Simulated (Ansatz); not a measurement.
## Electronic structure of CH7BSi2 (SMILES BC1[SiH2][SiH2]1) in real space

The calculation's input:

```
crystal:
  periodic: [false, false, false]
  atoms:
    - {symbol: B, position_ang: [-0.775000, 1.351717, -0.300851]}
    - {symbol: C, position_ang: [-0.791349, -0.131631, -0.022764]}
    - {symbol: Si, position_ang: [0.304553, -0.867577, 1.313640]}
    - {symbol: Si, position_ang: [0.999938, -0.471364, -0.774572]}
    - {symbol: H, position_ang: [-1.530964, 1.840855, -1.091450]}
    - {symbol: H, position_ang: [0.036877, 2.057002, 0.237705]}
    - {symbol: H, position_ang: [-1.568373, -0.742906, -0.478387]}
    - {symbol: H, position_ang: [0.002228, -2.266937, 1.688091]}
    - {symbol: H, position_ang: [0.648342, 0.002871, 2.458031]}
    - {symbol: H, position_ang: [1.765716, 0.715526, -1.214670]}
    - {symbol: H, position_ang: [0.973135, -1.544559, -1.794175]}
basis:
  gaussian: {orbitals: def2-TZVPP}
hamiltonian: {xc: pbe0, dispersion: d4}
output: {orbitals: {seedname: orbitals}}
```

Command:

```sh
ansatz run in.yaml --threads 2 --pin off --events-out ev --progress --plain --max-ram 4352MiB
```

Geometry: PBE0-D4/def2-TZVP.

Level of theory: RKS PBE0-D4/def2-TZVPP in Ansatz.

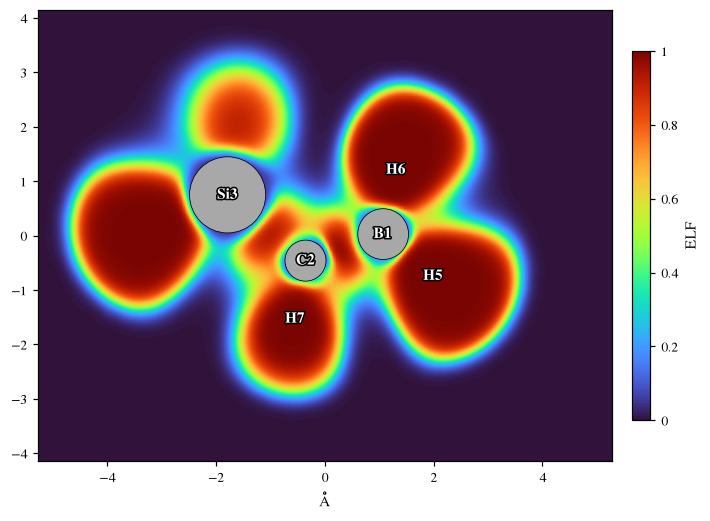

Figure 1. ELF on the plane of atoms H5, B1 and H6. Grey discs cover the atomic cores.

What do the fields say about this system?

The section cuts through B, C, Si and H sites. C–B (1.51 Å): the ELF peaks at about 0.95 between the atoms: localised, covalent bonding. C–Si (1.88 Å): the ELF peaks at about 0.90 between the atoms; localised, covalent bonding. C–H (1.09 Å): the ELF climbs to about 1 towards the hydrogen, as it does in any bond to H: an ordinary covalent bond to hydrogen. B–H (1.20 Å): the ELF climbs to about 1 towards the hydrogen (an ordinary covalent bond to hydrogen).

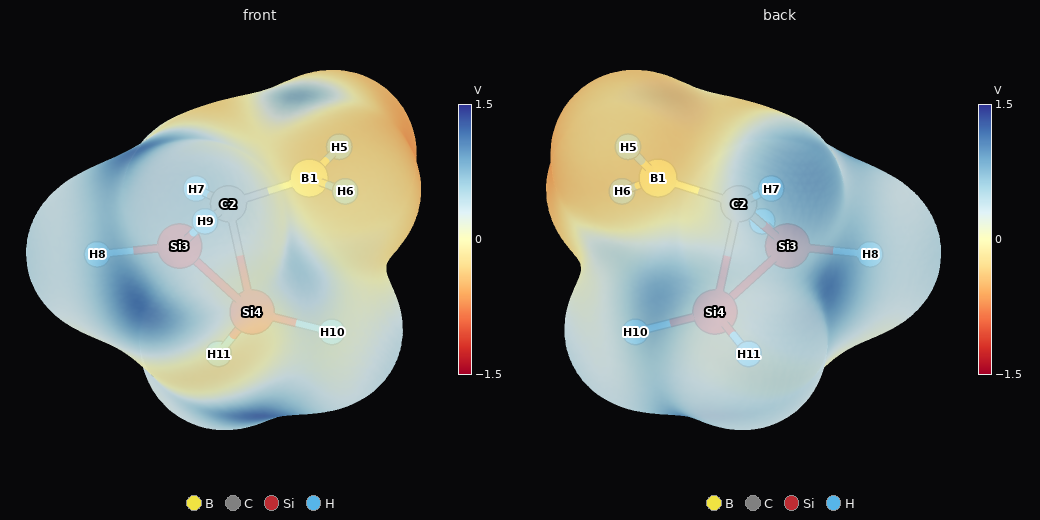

Figure 2. The electrostatic potential painted on the density surface at 0.002 e/bohr³, seen from the front and from behind; the colour scale runs from red (negative) to blue (positive).

Which sites attract a positive test charge, and which a negative one?

A positive charge is drawn to the negative regions and a negative charge to the positive ones. The most negative region (about −0.6 V) lies over H5, the most positive (about +1.2 V) over Si3 and Si4.

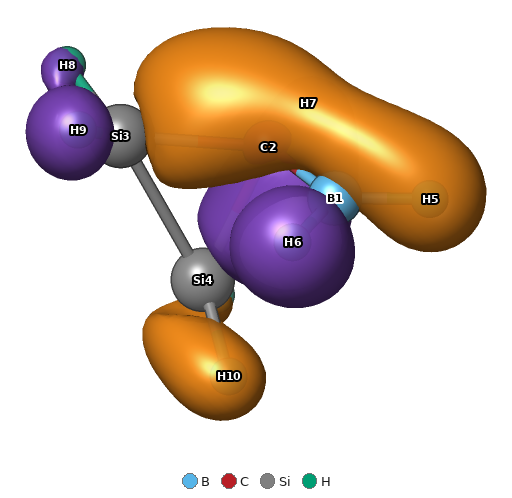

Figure 3. The HOMO−1 at ±0.1 Å⁻³ᐟ² (orange and purple are the two phases), seen at an oblique angle.

Describe this orbital and give its energy.

Its weight (Hirshfeld) is mainly on C2 (about 35 %), B1 (about 15 %), Si3 (about 15 %), Si4 (about 10 %), H5 (about 5 %) and H6 (about 5 %). Its energy is −8.33 eV.

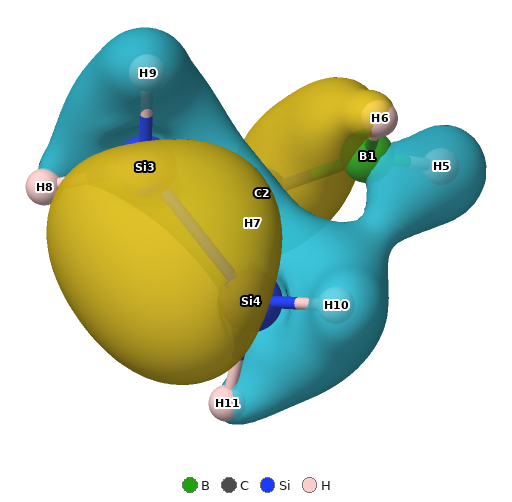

Figure 4. The HOMO at ±0.08 Å⁻³ᐟ² (yellow and cyan are the two phases), seen across its widest extent.

What is the character of this orbital?

By Hirshfeld shares it lies mainly on Si4 (about 35 %), Si3 (about 30 %), C2 (about 15 %) and B1 (about 5 %). Its energy is −7.00 eV.
